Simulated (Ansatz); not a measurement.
# How KBr (Fm-3m) expands on warming

Wanted: α(T), C_P(T) and B(T) of KBr in the quasi-harmonic approximation.

What experiment has found for this phase:
- volume expansion coefficient 116.1 1e-6/K and heat capacity C_P per formula unit 52.3 J/mol/K near room temperature (given in “High-Throughput Prediction of Finite-Temperature Properties using the Quasi-Harmonic Approximation”, 2016, arXiv:1603.06924)
- volume expansion coefficient 117.6 1e-6/K near room temperature (given in “Descriptors for thermal expansion in solids”, 2017, arXiv:1701.03966)

Calculated with Ansatz 0.2.0; DFT LDA, scalar-relativistic, plane waves, PAW.

### Step 1. The structure

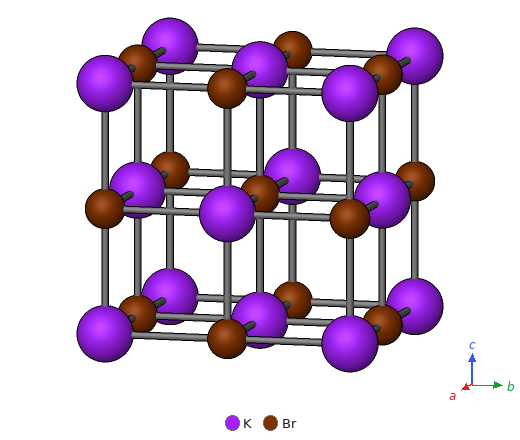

Start, viewed slightly off an axis; potassium purple, bromine brown. This picture shows the conventional cell, with its axes. Some periodic images of atoms are drawn too.

### Step 2. A first coarse run

A cheap single point shows whether the cell is a metal or an insulator and how far it is from rest; that sets the k-mesh and the occupations of what follows.

The input, input.yaml:

```yaml
crystal:
  lattice:
    - [0.0, 3.3, 3.3]
    - [3.3, 0.0, 3.3]
    - [3.3, 3.3, 0.0]
  atoms:
    - { symbol: K, position: [0.0, 0.0, 0.0] }
    - { symbol: Br, position: [0.5, 0.5, 0.5] }
kpoints:
  mp_grid: { grid: [6, 6, 6] }
hamiltonian:
  xc: lda
scf:
  occupations: { method: gaussian, width: 0.1 }
output:
  forces: true
  stress: true
  eigenvalues: true
```

Started as:

```console
ansatz run input.yaml --threads 4 --pin off --max-ram 16384MiB --backend cpu --events-out ev --progress --plain --runs-dir out
```

Numbers of over 12 decimals in the logs are rounded to 6 here.

What it wrote:

```text
Engine: ansatz 0.2.0, x86_64-unknown-linux-gnu
Pseudopotentials: kind: paw
Pseudopotential: K, paw, valence charge 9, recommended cutoff 420 eV (normal), K.paw.azcp
Pseudopotential: Br, paw, valence charge 7, recommended cutoff 420 eV (normal), Br.paw.azcp
Functional definition: SPW92
  exchange = slater_x
  correlation = pw_c
Crystal: 2 atoms, lattice volume = 71.874 Å³
Basis set: ecut = 420 eV, 1411 PW (Γ)
Bands: 12, of which v1, the nominal top of the filled ones, is band 8 counted from 1 (7 counted from 0)
Symmetry: 48 space group operations
Space group: Fm-3m (ITA 225), of the structure as read, at distance tolerance 4.2e-5 Å
k-points: 16 of 216
Non-local potential: K, projectors of the file, l = 0: 3, l = 1: 2, l = 2: 2
Non-local potential: Br, projectors of the file, l = 0: 2, l = 1: 2, l = 2: 2
PAW form: soft (Blöchl's): semilocal exchange-correlation on the pseudo side does not see the compensation charge
PAW frozen core: K, regenerated for the run's functional, and the local potential with it (the file was generated under x = pbe(κ = 0.804, μ = 0.219515), c = pbe(β = 0.066725))
PAW frozen core: Br, regenerated for the run's functional, and the local potential with it (the file was generated under x = pbe(κ = 0.804, μ = 0.219515), c = pbe(β = 0.066725))
PAW one-centre angular grid: K, 110 points (default); XC on 64 Gauss nodes
PAW one-centre angular grid: Br, 110 points (default); XC on 64 Gauss nodes
Initial density: superposition of atomic densities (neutral atoms: chi_scale 0, normalization atom), corrected by the library's trained network
Initial wavefunctions: pseudopotential atomic-orbital guess
Functional: x = slater, c = lda
SCF iter   1: F=—  HF=-4193.600113 eV  |F-HF|=—  |Δ(HF+E_count)|=         —  Δρ=4.66e-3  dr2=9.52e-3  ethr=1.77e-3  ⟨swp⟩=6.1  Hψ=1232  notcnv=0
preconditioner: auto → none  [insulator: Δε(μ)=3.992 eV  Ē_g=14.429 eV  σ=0.100 eV  W_gap=1.00  n_scr=14 (ndim 8)  ℏωp=16.4 eV  f_vac=0.056  D(μ)=0.00/eV (n_scr^D=0)  ε∞_Penn≈2.3]
SCF iter   2: F=—  HF=-4193.597279 eV  |F-HF|=—  |Δ(HF+E_count)|=   2.83e-3  Δρ=2.27e-3  dr2=1.78e-3  ethr=5.95e-5  ⟨swp⟩=1.9  Hψ=379  notcnv=0
SCF iter   3: F=—  HF=-4193.596834 eV  |F-HF|=—  |Δ(HF+E_count)|=   4.45e-4  Δρ=1.62e-4  dr2=1.24e-5  ethr=1.11e-5  ⟨swp⟩=1.0  Hψ=192  notcnv=0
SCF iter   4: F=—  HF=-4193.596835 eV  |F-HF|=—  |Δ(HF+E_count)|=   9.54e-7  Δρ=2.99e-5  dr2=4.67e-7  ethr=7.77e-8  ⟨swp⟩=2.0  Hψ=320  notcnv=0
iter 5 did not close the SCF: its close was put off for the readings that it lacked (scf_convergence_deferred on its scf_iter line)
SCF iter   5: F=-4193.596834 eV  HF=-4193.596834 eV  |F-HF|=1.13e-8  |Δ(HF+E_count)|=   1.77e-7  Δρ=1.44e-5  dr2=3.96e-8  ethr=2.92e-9  ⟨swp⟩=2.0  Hψ=292  notcnv=0
SCF iter   6: F=-4193.596834 eV  HF=-4193.596834 eV  |F-HF|=6.26e-9  |Δ(HF+E_count)|=   2.68e-9  Δρ=3.21e-6  dr2=8.43e-9  ethr=2.48e-10  ⟨swp⟩=3.6  Hψ=857  notcnv=0
SCF 1 converged in 6 iterations: F = -4193.596834 eV  dr2 = 8.43e-9
  greatest PAW one-centre occupation: 0.985 electrons in one spin orbital (limit 2), on the K atom at site 0 (counted from 0), in its partial waves of l = 0
SCF converged after 6 iterations
Free energy (F): -4193.596834 eV
Harris-Foulkes:  -4193.596834 eV  (|F-HF|=6.26e-9)
Internal energy: -4193.596834 eV  (E = F + TS)
E sigma→0 (E₀):  -4193.596834 eV
Fermi energy:    2.803775 eV
--- Per-component energies (eV) ---
  E_band       = -136.998589
  E_kinetic    = 387.767639
  E_local      = -841.624504  (includes V_loc(G=0)·N_el)
  E_nonlocal   = 87.034363
  E_hartree    = 270.620785
  E_xc         = -394.594866
  E_vxc        = -268.879608  (∫ρ·V_xc dr)
  E_paw        = -2903.278413  (= ΣΔE_a)
  E_vpaw       = -42.539570  (= ΣTr[D̂ρ^β])
  E_aug_tail   = -0.000004  (compensation charges beyond the density's cutoff)
  E_ewald      = -799.985846
  E_core_change = 0.464011  (= ΣΔE_core)
  E_smearing   = -0.000000  (= −TS)
  E_closure    = -0.000000  (closes the sum)
  Σ components = -4193.596834   (vs F -4193.596834, Δ=0.00e0)
--- Forces (eV/Å), atoms counted from 1 ---
  atom   1  K     -0.00000000     0.00000000     0.00000000
  atom   2  Br     0.00000000     0.00000000    -0.00000000
  max |Σ_I F_I| component: 9.37e-31 eV/Å
--- Stress (GPa, compression-positive) ---
       -1.644176      -0.000000       0.000000
        0.000000      -1.644176      -0.000000
        0.000000      -0.000000      -1.644176
  P = ⅓ Tr σ = -1.6442 GPa (-16.442 kbar)
--- Band table (eV; the first three rows and the last of 16) ---
  k-point 0: bands = [... 4 lower, -10.3458, 0.7872, 0.7872, 0.7872, 4.8176, 8.1438, 8.1438, 8.1438]
  k-point 1: bands = [... 4 lower, -10.2866, 0.3909, 0.6935, 0.6935, 5.4988, 7.9821, 8.4701, 8.4701]
  k-point 2: bands = [... 4 lower, -10.1768, -0.2120, 0.5184, 0.5184, 6.6294, 8.2109, 9.3400, 9.3400]
  k-point 15: bands = [... 4 lower, -10.2924, 0.0441, 0.2848, 0.3161, 7.0919, 8.3912, 8.7809, 9.7667]
```

Wall time 0.48 s (4 threads of Intel Xeon Platinum 8259CL at 2.50GHz (Skylake/Cascade Lake), shared host); peak memory 0.35 GiB.

This step gave:

| Item | Value |
| --- | --- |
| pressure | -1.644 GPa |
| gap on the k-mesh | 4.030 eV |
| volume per atom | 35.94 Å³/atom |

The start is under -1.6 GPa at this level and looks like an insulator or semiconductor on this mesh.

### Step 3. Finding the static equilibrium

Phonons are second derivatives about a minimum, so cell and atoms are relaxed first, inside the symmetry of the start.

input.yaml, the sections that differ from step 2:

```yaml
scf:
  occupations: { method: gaussian, width: 0.02 }
relax:
  adjacent_minimum: "off"
  f_tol: 0.005
  max_steps: 80
  cell: { stress_tol: 0.05 }
# crystal, kpoints, hamiltonian, output: as in step 2
```

What it wrote:

```text
[...]
Crystal: 2 atoms, lattice volume = 71.874 Å³
Basis set: ecut = 420 eV, 1411 PW (Γ)
Bands: 12, of which v1, the nominal top of the filled ones, is band 8 counted from 1 (7 counted from 0)
Symmetry: 48 space group operations
[...]
k-points: 16 of 216
[...]
SCF iter   1: F=—  HF=-4193.600107 eV  |F-HF|=—  |Δ(HF+E_count)|=         —  Δρ=4.66e-3  dr2=9.51e-3  ethr=1.77e-3  ⟨swp⟩=6.8  Hψ=1335  notcnv=0
[...]
SCF iter   6: F=-4193.596834 eV  HF=-4193.596834 eV  |F-HF|=6.55e-9  |Δ(HF+E_count)|=   2.77e-9  Δρ=3.18e-6  dr2=8.74e-9  ethr=2.44e-10  ⟨swp⟩=2.9  Hψ=666  notcnv=0
SCF 1 converged in 6 iterations: F = -4193.596834 eV  dr2 = 8.74e-9
[...]
relax step   1: F+E_penalty+E_count = -4193.59683445 eV  Δ(F+E_penalty+E_count) = +0.000e0 eV  max|allowed force component| = 5.752e-30 eV/Å  Δτ_max = 0.0000 Å  P = -1.644 GPa  Ω = 71.874 Å³  (6 SCF iters, dr2 threshold 1.00e-7 eV, accepted)
Crystal: 2 atoms, lattice volume = 68.326 Å³
Basis set: ecut = 420 eV, 1363 PW (Γ)
[...]
iter 1 solved again at ethr=9.46e-6 eV; its pass at ethr=3.10e-3 eV (dr2=1.51e-3 eV) is discarded
[...]
SCF iter   5: F=-4193.626539 eV  HF=-4193.626539 eV  |F-HF|=6.74e-9  |Δ(HF+E_count)|=   2.45e-8  Δρ=6.11e-6  dr2=1.44e-8  ethr=1.25e-9  ⟨swp⟩=6.2  Hψ=951  notcnv=0
SCF 2 converged in 5 iterations: F = -4193.626539 eV  dr2 = 1.44e-8
relax step   2: F+E_penalty+E_count = -4193.62653931 eV  Δ(F+E_penalty+E_count) = -2.970e-2 eV  max|allowed force component| = 4.257e-30 eV/Å  Δτ_max = 0.0000 Å  P = -0.972 GPa  Ω = 68.326 Å³  energy of the carried Pulay correction = +3.248e-4 eV  (5 SCF iters, dr2 threshold 2.00e-7 eV, accepted)
Crystal: 2 atoms, lattice volume = 63.781 Å³
Basis set: ecut = 420 eV, 1243 PW (Γ)
[...]
SCF iter   5: F=-4193.637892 eV  HF=-4193.637892 eV  |F-HF|=8.96e-9  |Δ(HF+E_count)|=   8.03e-8  Δρ=7.81e-6  dr2=2.01e-8  ethr=1.25e-9  ⟨swp⟩=6.5  Hψ=982  notcnv=0
SCF 3 converged in 5 iterations: F = -4193.637892 eV  dr2 = 2.01e-8
relax step   3: F+E_penalty+E_count = -4193.63789241 eV  Δ(F+E_penalty+E_count) = -1.135e-2 eV  max|allowed force component| = 5.884e-30 eV/Å  Δτ_max = 0.0000 Å  P = +0.291 GPa  Ω = 63.781 Å³  energy of the carried Pulay correction = +7.657e-4 eV  (5 SCF iters, dr2 threshold 2.00e-7 eV, accepted)
[...]
relax step   4: F+E_penalty+E_count = -4193.63858129 eV  Δ(F+E_penalty+E_count) = -6.889e-4 eV  max|allowed force component| = 4.010e-30 eV/Å  Δτ_max = 0.0000 Å  P = -0.032 GPa  Ω = 64.775 Å³  energy of the carried Pulay correction = +6.668e-4 eV  (4 SCF iters, dr2 threshold 2.00e-7 eV, accepted)
[...]
SCF iter   6: F=-4193.637932 eV  HF=-4193.637932 eV  |F-HF|=9.09e-13  |Δ(HF+E_count)|=  9.09e-12  Δρ=4.78e-8  dr2=4.57e-13  ethr=1.00e-12  ⟨swp⟩=5.8  Hψ=767  notcnv=0
SCF 5 converged in 6 iterations: F = -4193.637932 eV  dr2 = 4.57e-13
relax step   5: F+E_penalty+E_count = -4193.63793232 eV  Δ(F+E_penalty+E_count) = +6.490e-4 eV  max|allowed force component| = 9.318e-30 eV/Å  Δτ_max = 0.0000 Å  P = -0.033 GPa  Ω = 64.775 Å³  stress off target by 3.34e-2 GPa  SCF on the basis re-selected at this cell (its energy is not comparable with the rows above)  (6 SCF iters)
basis re-selected at this cell: Δ(F+E_penalty+E_count) = +6.490e-4 eV, ΔP = -0.001 GPa vs the last step (what re-selecting the basis moved, of the pressure what is left beyond the Pulay correction that the steps carried, after the strain that the cell walked since its last selection, with what the two solves' SCF thresholds leave and, on support functions, any second-order correction that the steps lacked; it is no m [...]
SCF converged after 6 iterations
Free energy (F): -4193.637932 eV
[...]
Internal energy: -4193.637932 eV  (E = F + TS)
E sigma→0 (E₀):  -4193.637932 eV
Fermi energy:    3.700478 eV
[...]
--- Stress (GPa, compression-positive) ---
       -0.033350      -0.000000      -0.000000
       -0.000000      -0.033350      -0.000000
       -0.000000      -0.000000      -0.033350
  P = ⅓ Tr σ = -0.0334 GPa (-0.334 kbar)
--- Band table (eV; the first three rows and the last of 16) ---
  k-point 0: bands = [... 4 lower, -9.4063, 1.5424, 1.5424, 1.5424, 5.8585, 8.8947, 8.8947, 8.8947]
  k-point 1: bands = [... 4 lower, -9.3290, 1.0707, 1.4203, 1.4203, 6.6073, 8.7611, 9.2565, 9.2565]
  k-point 2: bands = [... 4 lower, -9.1847, 0.3593, 1.1956, 1.1956, 7.6836, 9.2220, 10.2247, 10.2247]
  k-point 15: bands = [... 4 lower, -9.3373, 0.6986, 0.9380, 1.0038, 7.8182, 9.5778, 9.7964, 10.9263]
--- Relaxed structure (4 steps of the walk, 4 accepted, 1 SCFs on fresh bases) ---
  F+E_penalty+E_count = -4193.63793232 eV   max|allowed force component| = 9.318e-30 eV/Å   (the final SCF, on the basis selected at the relaxed cell)
  cell:  # Å, volume = 64.7747 Å³
    - [0, 3.187561, 3.187561]
    - [3.187561, 0, 3.187561]
    - [3.187561, 3.187561, 0]
  atoms:
    - { symbol: K, position: [0, 0, 0] }
    - { symbol: Br, position: [0.5, 0.5, 0.5] }
```

Elapsed: 2.3 s, on 4 threads; peak memory 0.38 GiB.

The steps of the relaxation:

| step | energy less that of the first step (eV) | largest force component (eV/Å) | pressure (GPa) | volume (Å³) |
| --- | --- | --- | --- | --- |
| 1 | 0.0000 | 0.0000 | -1.64 | 71.87 |
| 2 | -0.0297 | 0.0000 | -0.97 | 68.33 |
| 3 | -0.0411 | 0.0000 | 0.29 | 63.78 |
| 4 | -0.0417 | 0.0000 | -0.03 | 64.77 |
| 5* | -0.0411 | 0.0000 | -0.03 | 64.77 |

Relaxation steps marked * repeat the geometry before them on a plane-wave basis chosen anew for their cell, so energy and pressure can jump there.

The run keeps the 48 symmetry operations that it works with, so distortions that break them were not tested.

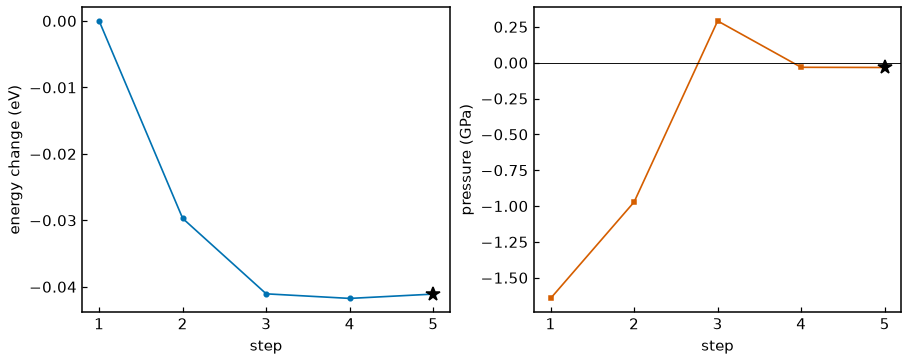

Energy and pressure along the relaxation. Stars mark steps on a basis chosen anew.

| conventional cell, symmetrised | before | after | change |
| --- | --- | --- | --- |
| a (Å) | 6.600 | 6.375 | -3.4 % |
| b (Å) | 6.600 | 6.375 | -3.4 % |
| c (Å) | 6.600 | 6.375 | -3.4 % |
| volume (Å³/atom) | 35.94 | 32.39 | -9.9 % |

Final coordinates:

```cif
data_structure
_symmetry_space_group_name_H-M 'P 1'
_symmetry_Int_Tables_number 1
_cell_length_a 4.5079
_cell_length_b 4.5079
_cell_length_c 4.5079
_cell_angle_alpha 60.000
_cell_angle_beta 60.000
_cell_angle_gamma 60.000
_cell_volume 64.77
loop_
_atom_site_label
_atom_site_type_symbol
_atom_site_fract_x
_atom_site_fract_y
_atom_site_fract_z
_atom_site_occupancy
K1 K 0.00000 0.00000 0.00000 1
Br2 Br 0.50000 0.50000 0.50000 1
```

Numbers from this step:

```
pressure          : -0.03335 GPa
gap on the k-mesh : 4.316 eV
volume per atom   : 32.39 Å³/atom
```

The relaxation ends with a pressure of -0.03 GPa.

### Step 4. A second relaxation

The relaxation is run once more from where the first one ended, as the script does after a large change of volume or of the gap, with mesh and occupations reviewed.

input.yaml: that of step 3 with these lines changed.

```diff
@@ -2,5 +2,5 @@
   lattice:
-    - [0.0, 3.3, 3.3]
-    - [3.3, 0.0, 3.3]
-    - [3.3, 3.3, 0.0]
+    - [0.0, 3.187560777, 3.187560777]
+    - [3.187560777, 0.0, 3.187560777]
+    - [3.187560777, 3.187560777, 0.0]
   atoms:
```

What it wrote:

```text
[...]
Crystal: 2 atoms, lattice volume = 64.775 Å³
Basis set: ecut = 420 eV, 1243 PW (Γ)
Bands: 12, of which v1, the nominal top of the filled ones, is band 8 counted from 1 (7 counted from 0)
Symmetry: 48 space group operations
[...]
k-points: 16 of 216
[...]
k-point 15: bands = [... 4 lower, -9.3373, 0.6986, 0.9380, 1.0038, 7.8182, 9.5778, 9.7964, 10.9263]
--- Relaxed structure (1 steps of the walk, 1 accepted, 1 SCFs on fresh bases) ---
[...]
cell:  # Å, volume = 64.7747 Å³
    - [0.0, 3.187560777, 3.187560777]
    - [3.187560777, 0.0, 3.187560777]
    - [3.187560777, 3.187560777, 0.0]
  atoms:
    - { symbol: K, position: [0.0, 0.0, 0.0] }
    - { symbol: Br, position: [0.5, 0.5, 0.5] }
[key lines of the parts left out:]
SCF converged after 4 iterations
Free energy (F): -4193.637932 eV
Fermi energy:    3.700478 eV
P = ⅓ Tr σ = -0.0334 GPa (-0.334 kbar)
```

The job ended after 0.94 s (4 threads; peak memory 0.37 GiB; 2.6 s of CPU time).

Little changed from the start: no atom moved by 0.005 Å and no cell edge by 0.1 %.

### Step 5. Relaxing to small residual forces and stress

The relaxation is repeated with tighter thresholds on force and stress, since phonons are sensitive to what is left; a change of mesh or smearing in the input moves the cell too.

input.yaml, the sections that differ from step 4:

```yaml
kpoints:
  mp_grid: { grid: [8, 8, 8] }
scf:
  occupations: { method: fixed }
relax:
  adjacent_minimum: "off"
  f_tol: 0.001
  max_steps: 60
  cell: { stress_tol: 0.01 }
# crystal, hamiltonian, output: as in step 4
```

What it wrote:

```text
[...]
Crystal: 2 atoms, lattice volume = 64.775 Å³
Basis set: ecut = 420 eV, 1243 PW (Γ)
Bands: 12, of which v1, the nominal top of the filled ones, is band 8 counted from 1 (7 counted from 0)
Symmetry: 48 space group operations
[...]
k-points: 29 of 512
[...]
k-point 28: bands = [... 4 lower, -9.2807, 0.8489, 0.8489, 0.8637, 8.7525, 8.7525, 9.9289, 10.7144]
--- Relaxed structure (3 steps of the walk, 3 accepted, 1 SCFs on fresh bases) ---
[...]
cell:  # Å, volume = 64.6665 Å³
    - [0, 3.185784, 3.185784]
    - [3.185784, 0, 3.185784]
    - [3.185784, 3.185784, 0]
  atoms:
    - { symbol: K, position: [0, 0, 0] }
    - { symbol: Br, position: [0.500000, 0.500000, 0.500000] }
[key lines of the parts left out:]
SCF converged after 6 iterations
Free energy (F): -4193.637960 eV
Fermi energy:    1.555371 eV
P = ⅓ Tr σ = 0.0002 GPa (0.002 kbar)
```

It took 2 s on 4 threads; peak memory 0.4 GiB.

Little changed from the start: no atom moved by 0.005 Å and no cell edge by 0.1 %.

Numbers from this step:

| Item | Value |
| --- | --- |
| pressure | 1.80e-4 GPa |
| gap on the k-mesh | 4.321 eV |
| volume per atom | 32.33 Å³/atom |

The residual pressure is 1.8e-4 GPa, small enough for phonons.

### Step 6. Relaxing at another setting

The functional, the potentials or the cutoff change, so the crystal is relaxed again at the new setting.

input.yaml, the sections that differ from step 5:

```yaml
crystal:
  lattice:
    - [0.0, 3.1857844804, 3.1857844804]
    - [3.1857844804, 0.0, 3.1857844804]
    - [3.1857844804, 3.1857844804, 0.0]
  atoms:
    - { symbol: K, position: [0.0, 0.0, 0.0] }
    - { symbol: Br, position: [0.5, 0.5, 0.5] }
basis:
  ecutwfc: 550.0
# kpoints, hamiltonian, scf, output, relax: as in step 5
```

What it wrote:

```text
[...]
Crystal: 2 atoms, lattice volume = 64.666 Å³
Basis set: ecut = 550 eV, 1917 PW (Γ)
Bands: 12, of which v1, the nominal top of the filled ones, is band 8 counted from 1 (7 counted from 0)
Symmetry: 48 space group operations
[...]
k-points: 29 of 512
[...]
k-point 28: bands = [... 4 lower, -9.2807, 0.8488, 0.8488, 0.8636, 8.7524, 8.7524, 9.9289, 10.7141]
--- Relaxed structure (1 steps of the walk, 1 accepted, 1 SCFs on fresh bases) ---
[...]
cell:  # Å, volume = 64.6665 Å³
    - [0.0, 3.1857844804, 3.1857844804]
    - [3.1857844804, 0.0, 3.1857844804]
    - [3.1857844804, 3.1857844804, 0.0]
  atoms:
    - { symbol: K, position: [0.0, 0.0, 0.0] }
    - { symbol: Br, position: [0.500000, 0.500000, 0.500000] }
[key lines of the parts left out:]
SCF converged after 5 iterations
Free energy (F): -4193.639628 eV
Fermi energy:    1.555243 eV
P = ⅓ Tr σ = 0.0004 GPa (0.004 kbar)
```

Wall time 1.6 s (4 threads); peak memory 0.41 GiB; 5 s of CPU time.

Little changed from the start: no atom moved by 0.005 Å and no cell edge by 0.1 %.

Numbers from this step:

| Item | Value |
| --- | --- |
| pressure | 3.77e-4 GPa |

The residual pressure is 3.8e-4 GPa, small enough for phonons.

[end of part 1 of 4]

[Logs are printed without paths, hosts, clocks, repeated set-up lines and the standing remarks that a program may print on its own settings, such as how far it seeks lower states.]

[Hosts, paths, dates, database ids (printed as entryN), source tags and the programs' standing remarks are cut or masked in the printed files.]

[A step with changed settings may run another functional than the one named; its input shows which.]
